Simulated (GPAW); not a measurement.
# Two attempts at AlH2SeCl (SMILES [Cl][AlH][SeH])

Wanted: energy and one-electron properties of AlH2SeCl, PBE/real-space grid (scalar-relativistic datasets).

The results are computed with GPAW 26.7.0.

2 further runs of the same task are left out: 1 that didn't finish, 1 set aside as unsound or not needed.

**1. The structure to begin with**

AlH2SeCl has 5 atoms, charge 0, and is taken as a singlet. SMILES: `[Cl][AlH][SeH]`. The shape comes from GFN2-xTB, which is rough for such elements, and wasn't checked as a minimum. This is one conformer, not always the lowest.

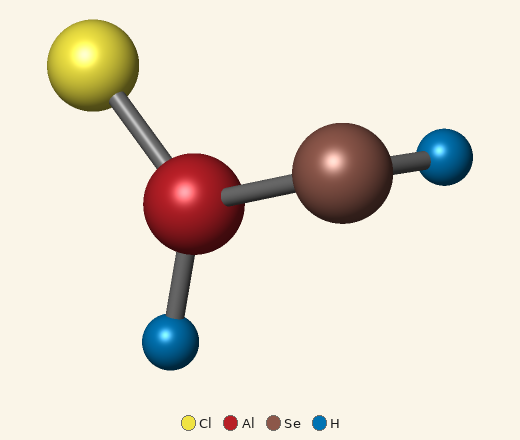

Viewed from a chosen angle; chlorine yellow, aluminium red, selenium brown, hydrogen blue.

**2. Try one**

The input, AlClH2Se.xyz:

```xyz
5

Cl    -2.201850    -0.214660    -0.853310
Al    -0.475890    -0.386710     0.179400
Se     1.046130     1.317390     0.538380
H     -0.129570    -1.732010     0.814790
H      1.761190     1.015990    -0.679260
```

The input, AlClH2Se_sp.py:

```python
import numpy as np
from ase.io import read
from ase.units import Debye
from gpaw import GPAW

mol = read("AlClH2Se.xyz")
mol.center(vacuum=4.5)

calculator = GPAW(mode="fd", h=0.2, xc="BLYP", maxiter=78, txt="-")
mol.calc = calculator

energy = mol.get_potential_energy()
print(f"Energy                  {energy:.5f} eV")
forces = mol.get_forces()
print("Forces (eV/Ang)")
for symbol, f in zip(mol.symbols, forces):
    print(f'{symbol:2} {f[0]:9.4f} {f[1]:9.4f} {f[2]:9.4f}')
dipole = mol.get_dipole_moment() / Debye
print(f"Dipole = {np.linalg.norm(dipole):.3f} D")
homo, lumo = calculator.get_homo_lumo()
print(f"HOMO: {homo:.3f} eV")
print(f"LUMO: {lumo:.3f} eV")
print(f"Gap: {lumo - homo:.3f} eV")
```

On the command line:

```bash
$ python AlClH2Se_sp.py > AlClH2Se_sp.log
```

Log:

```text
__  _  _
 | _ |_)|_||  |
 |__||  | ||/\| - 26.7.0

units:  Angstrom and eV
cores:  1
OpenMP: False

Versions:
  Python: 3.12.14
  ASE:    3.29.0
  Numpy:  2.5.5
  Scipy:  1.18.1
  Libxc:  7.0.0

        _gpaw.cpython-312-aarch64-linux-gnu.so

Input parameters:
  mode=FD(),
  h=0.2,
  maxiter=78,
  xc=XC(name='BLYP')
FileNotFoundError: Could not find required PAW dataset file "Cl.BLYP".

You need to set the GPAW_SETUP_PATH environment variable to point to
the directories where PAW dataset and basis files are stored.  See
```

Run time: 0.55 s. Hardware: 1 thread of Arm Neoverse V2, shared host; peak memory 0.11 GiB.

**3. What went wrong**

The input was rejected.

The telling line is `FileNotFoundError: Could not find required PAW dataset file "Cl.BLYP".`. The fault: a file that the run needs isn't there. To mend it: functional PBE in place of BLYP (no datasets).

**4. Second attempt**

AlClH2Se.xyz is that of step 2.

The input, AlClH2Se.py:

```python
import numpy as np
from ase.io import read
from ase.units import Debye
from gpaw import GPAW

atoms = read('AlClH2Se.xyz')
atoms.center(vacuum=4.5)

calc = GPAW(mode='fd', h=0.2, xc='PBE', maxiter=100, txt='-')
atoms.calc = calc

energy = atoms.get_potential_energy()
print(f'Energy: {energy:.5f} eV')
forces = atoms.get_forces()
print('Forces (eV/Ang)')
for symbol, f in zip(atoms.symbols, forces):
    print(f'{symbol:2} {f[0]:9.4f} {f[1]:9.4f} {f[2]:9.4f}')
dipole = atoms.get_dipole_moment() / Debye
print(f'Dipole = {np.linalg.norm(dipole):.3f} D')
homo, lumo = calc.get_homo_lumo()
print(f'HOMO = {homo:.3f} eV')
print(f'LUMO: {lumo:.3f} eV')
print(f'Gap: {lumo - homo:.3f} eV')
```

On the command line:

```bash
$ python3 AlClH2Se.py
```

Log:

```text
[...]
Number of symmetries: 1
[...]
  Number of IBZ points: 1
[...]
Spin-components: 1 (collinear spins)
Bands:           14
[...]
  Valence electrons: 18.0
[...]
  Grid points: [64 60 52]
  Charge: 0.0  # |e|
[...]
    cutoffs:
[...]
occupation numbers:
  # Zero width
[...]
xc functional:
  name: PBE with 2 nearest neighbor stencil
[...]
|iter     |     time |      energy | eigst |  dens |
[...]
|iter:   1| 00:00:02 |  -18.174278 | +0.73 |       |
[...]
|iter:  15| 00:00:13 |  -17.132640c| -7.74c| -5.66c|
Converged in 15 steps
[...]
Energy contributions relative to reference atoms: (reference = -85286.885116)
Energy contributions:
  Kinetic:          31.777593
  Coulomb:         -31.344822
  Zero:              0.203115
  External:          0.000000
  Xc:              -17.768526
  Entropy:           0.000000
  Spinorbit:         0.000000
  ----------------------------
  Free energy:     -17.132640
  Extrapolated:    -17.132640
dipole moment: (0.079734, -0.080084, -0.027688)  # |e|*Ang
Fermi level: -4.279
Eigenvalues  # (at kpt = [0.000, 0.000, 0.000])
| band index |      eig [eV] | occ [0-2] |
|------------|---------------|-----------|
|          0 |       -20.757 |     2.000 |
|          1 |       -17.992 |     2.000 |
|          2 |       -11.003 |     2.000 |
|          3 |        -9.876 |     2.000 |
|          4 |        -8.858 |     2.000 |
|          5 |        -8.574 |     2.000 |
|          6 |        -8.459 |     2.000 |
|          7 |        -7.262 |     2.000 |
|          8 |        -6.072 |     2.000 |
|          9 |        -2.485 |     0.000 |
|         10 |        -1.535 |     0.000 |
|         11 |        -0.633 |     0.000 |
[...]
Gap: 3.588 eV
Transition (v -> c):
[...]
Forces (eV/Ang)
Cl   -1.3508    0.2206   -0.8526
Al    1.2038    0.0949    0.4911
Se   -0.1925    0.7685    0.8180
H     0.0301   -0.7967    0.3230
H     0.3375   -0.2689   -0.8024
Dipole = 0.559 D
HOMO = -6.072 eV
LUMO: -2.485 eV
Gap: 3.588 eV
```

Run time: 13 s. Hardware: 1 thread of Arm Neoverse V2, shared host; peak memory 0.53 GiB.

**5. What came out**

Level: PBE/real-space grid (scalar-relativistic datasets).

| quantity | value |
| --- | --- |
| energy as printed (from the program's reference atoms) | -17.1326 eV |
| dipole moment | 0.56 D |
| HOMO energy | -6.07 eV |
| LUMO energy | -2.48 eV |
| HOMO–LUMO gap | 3.59 eV |
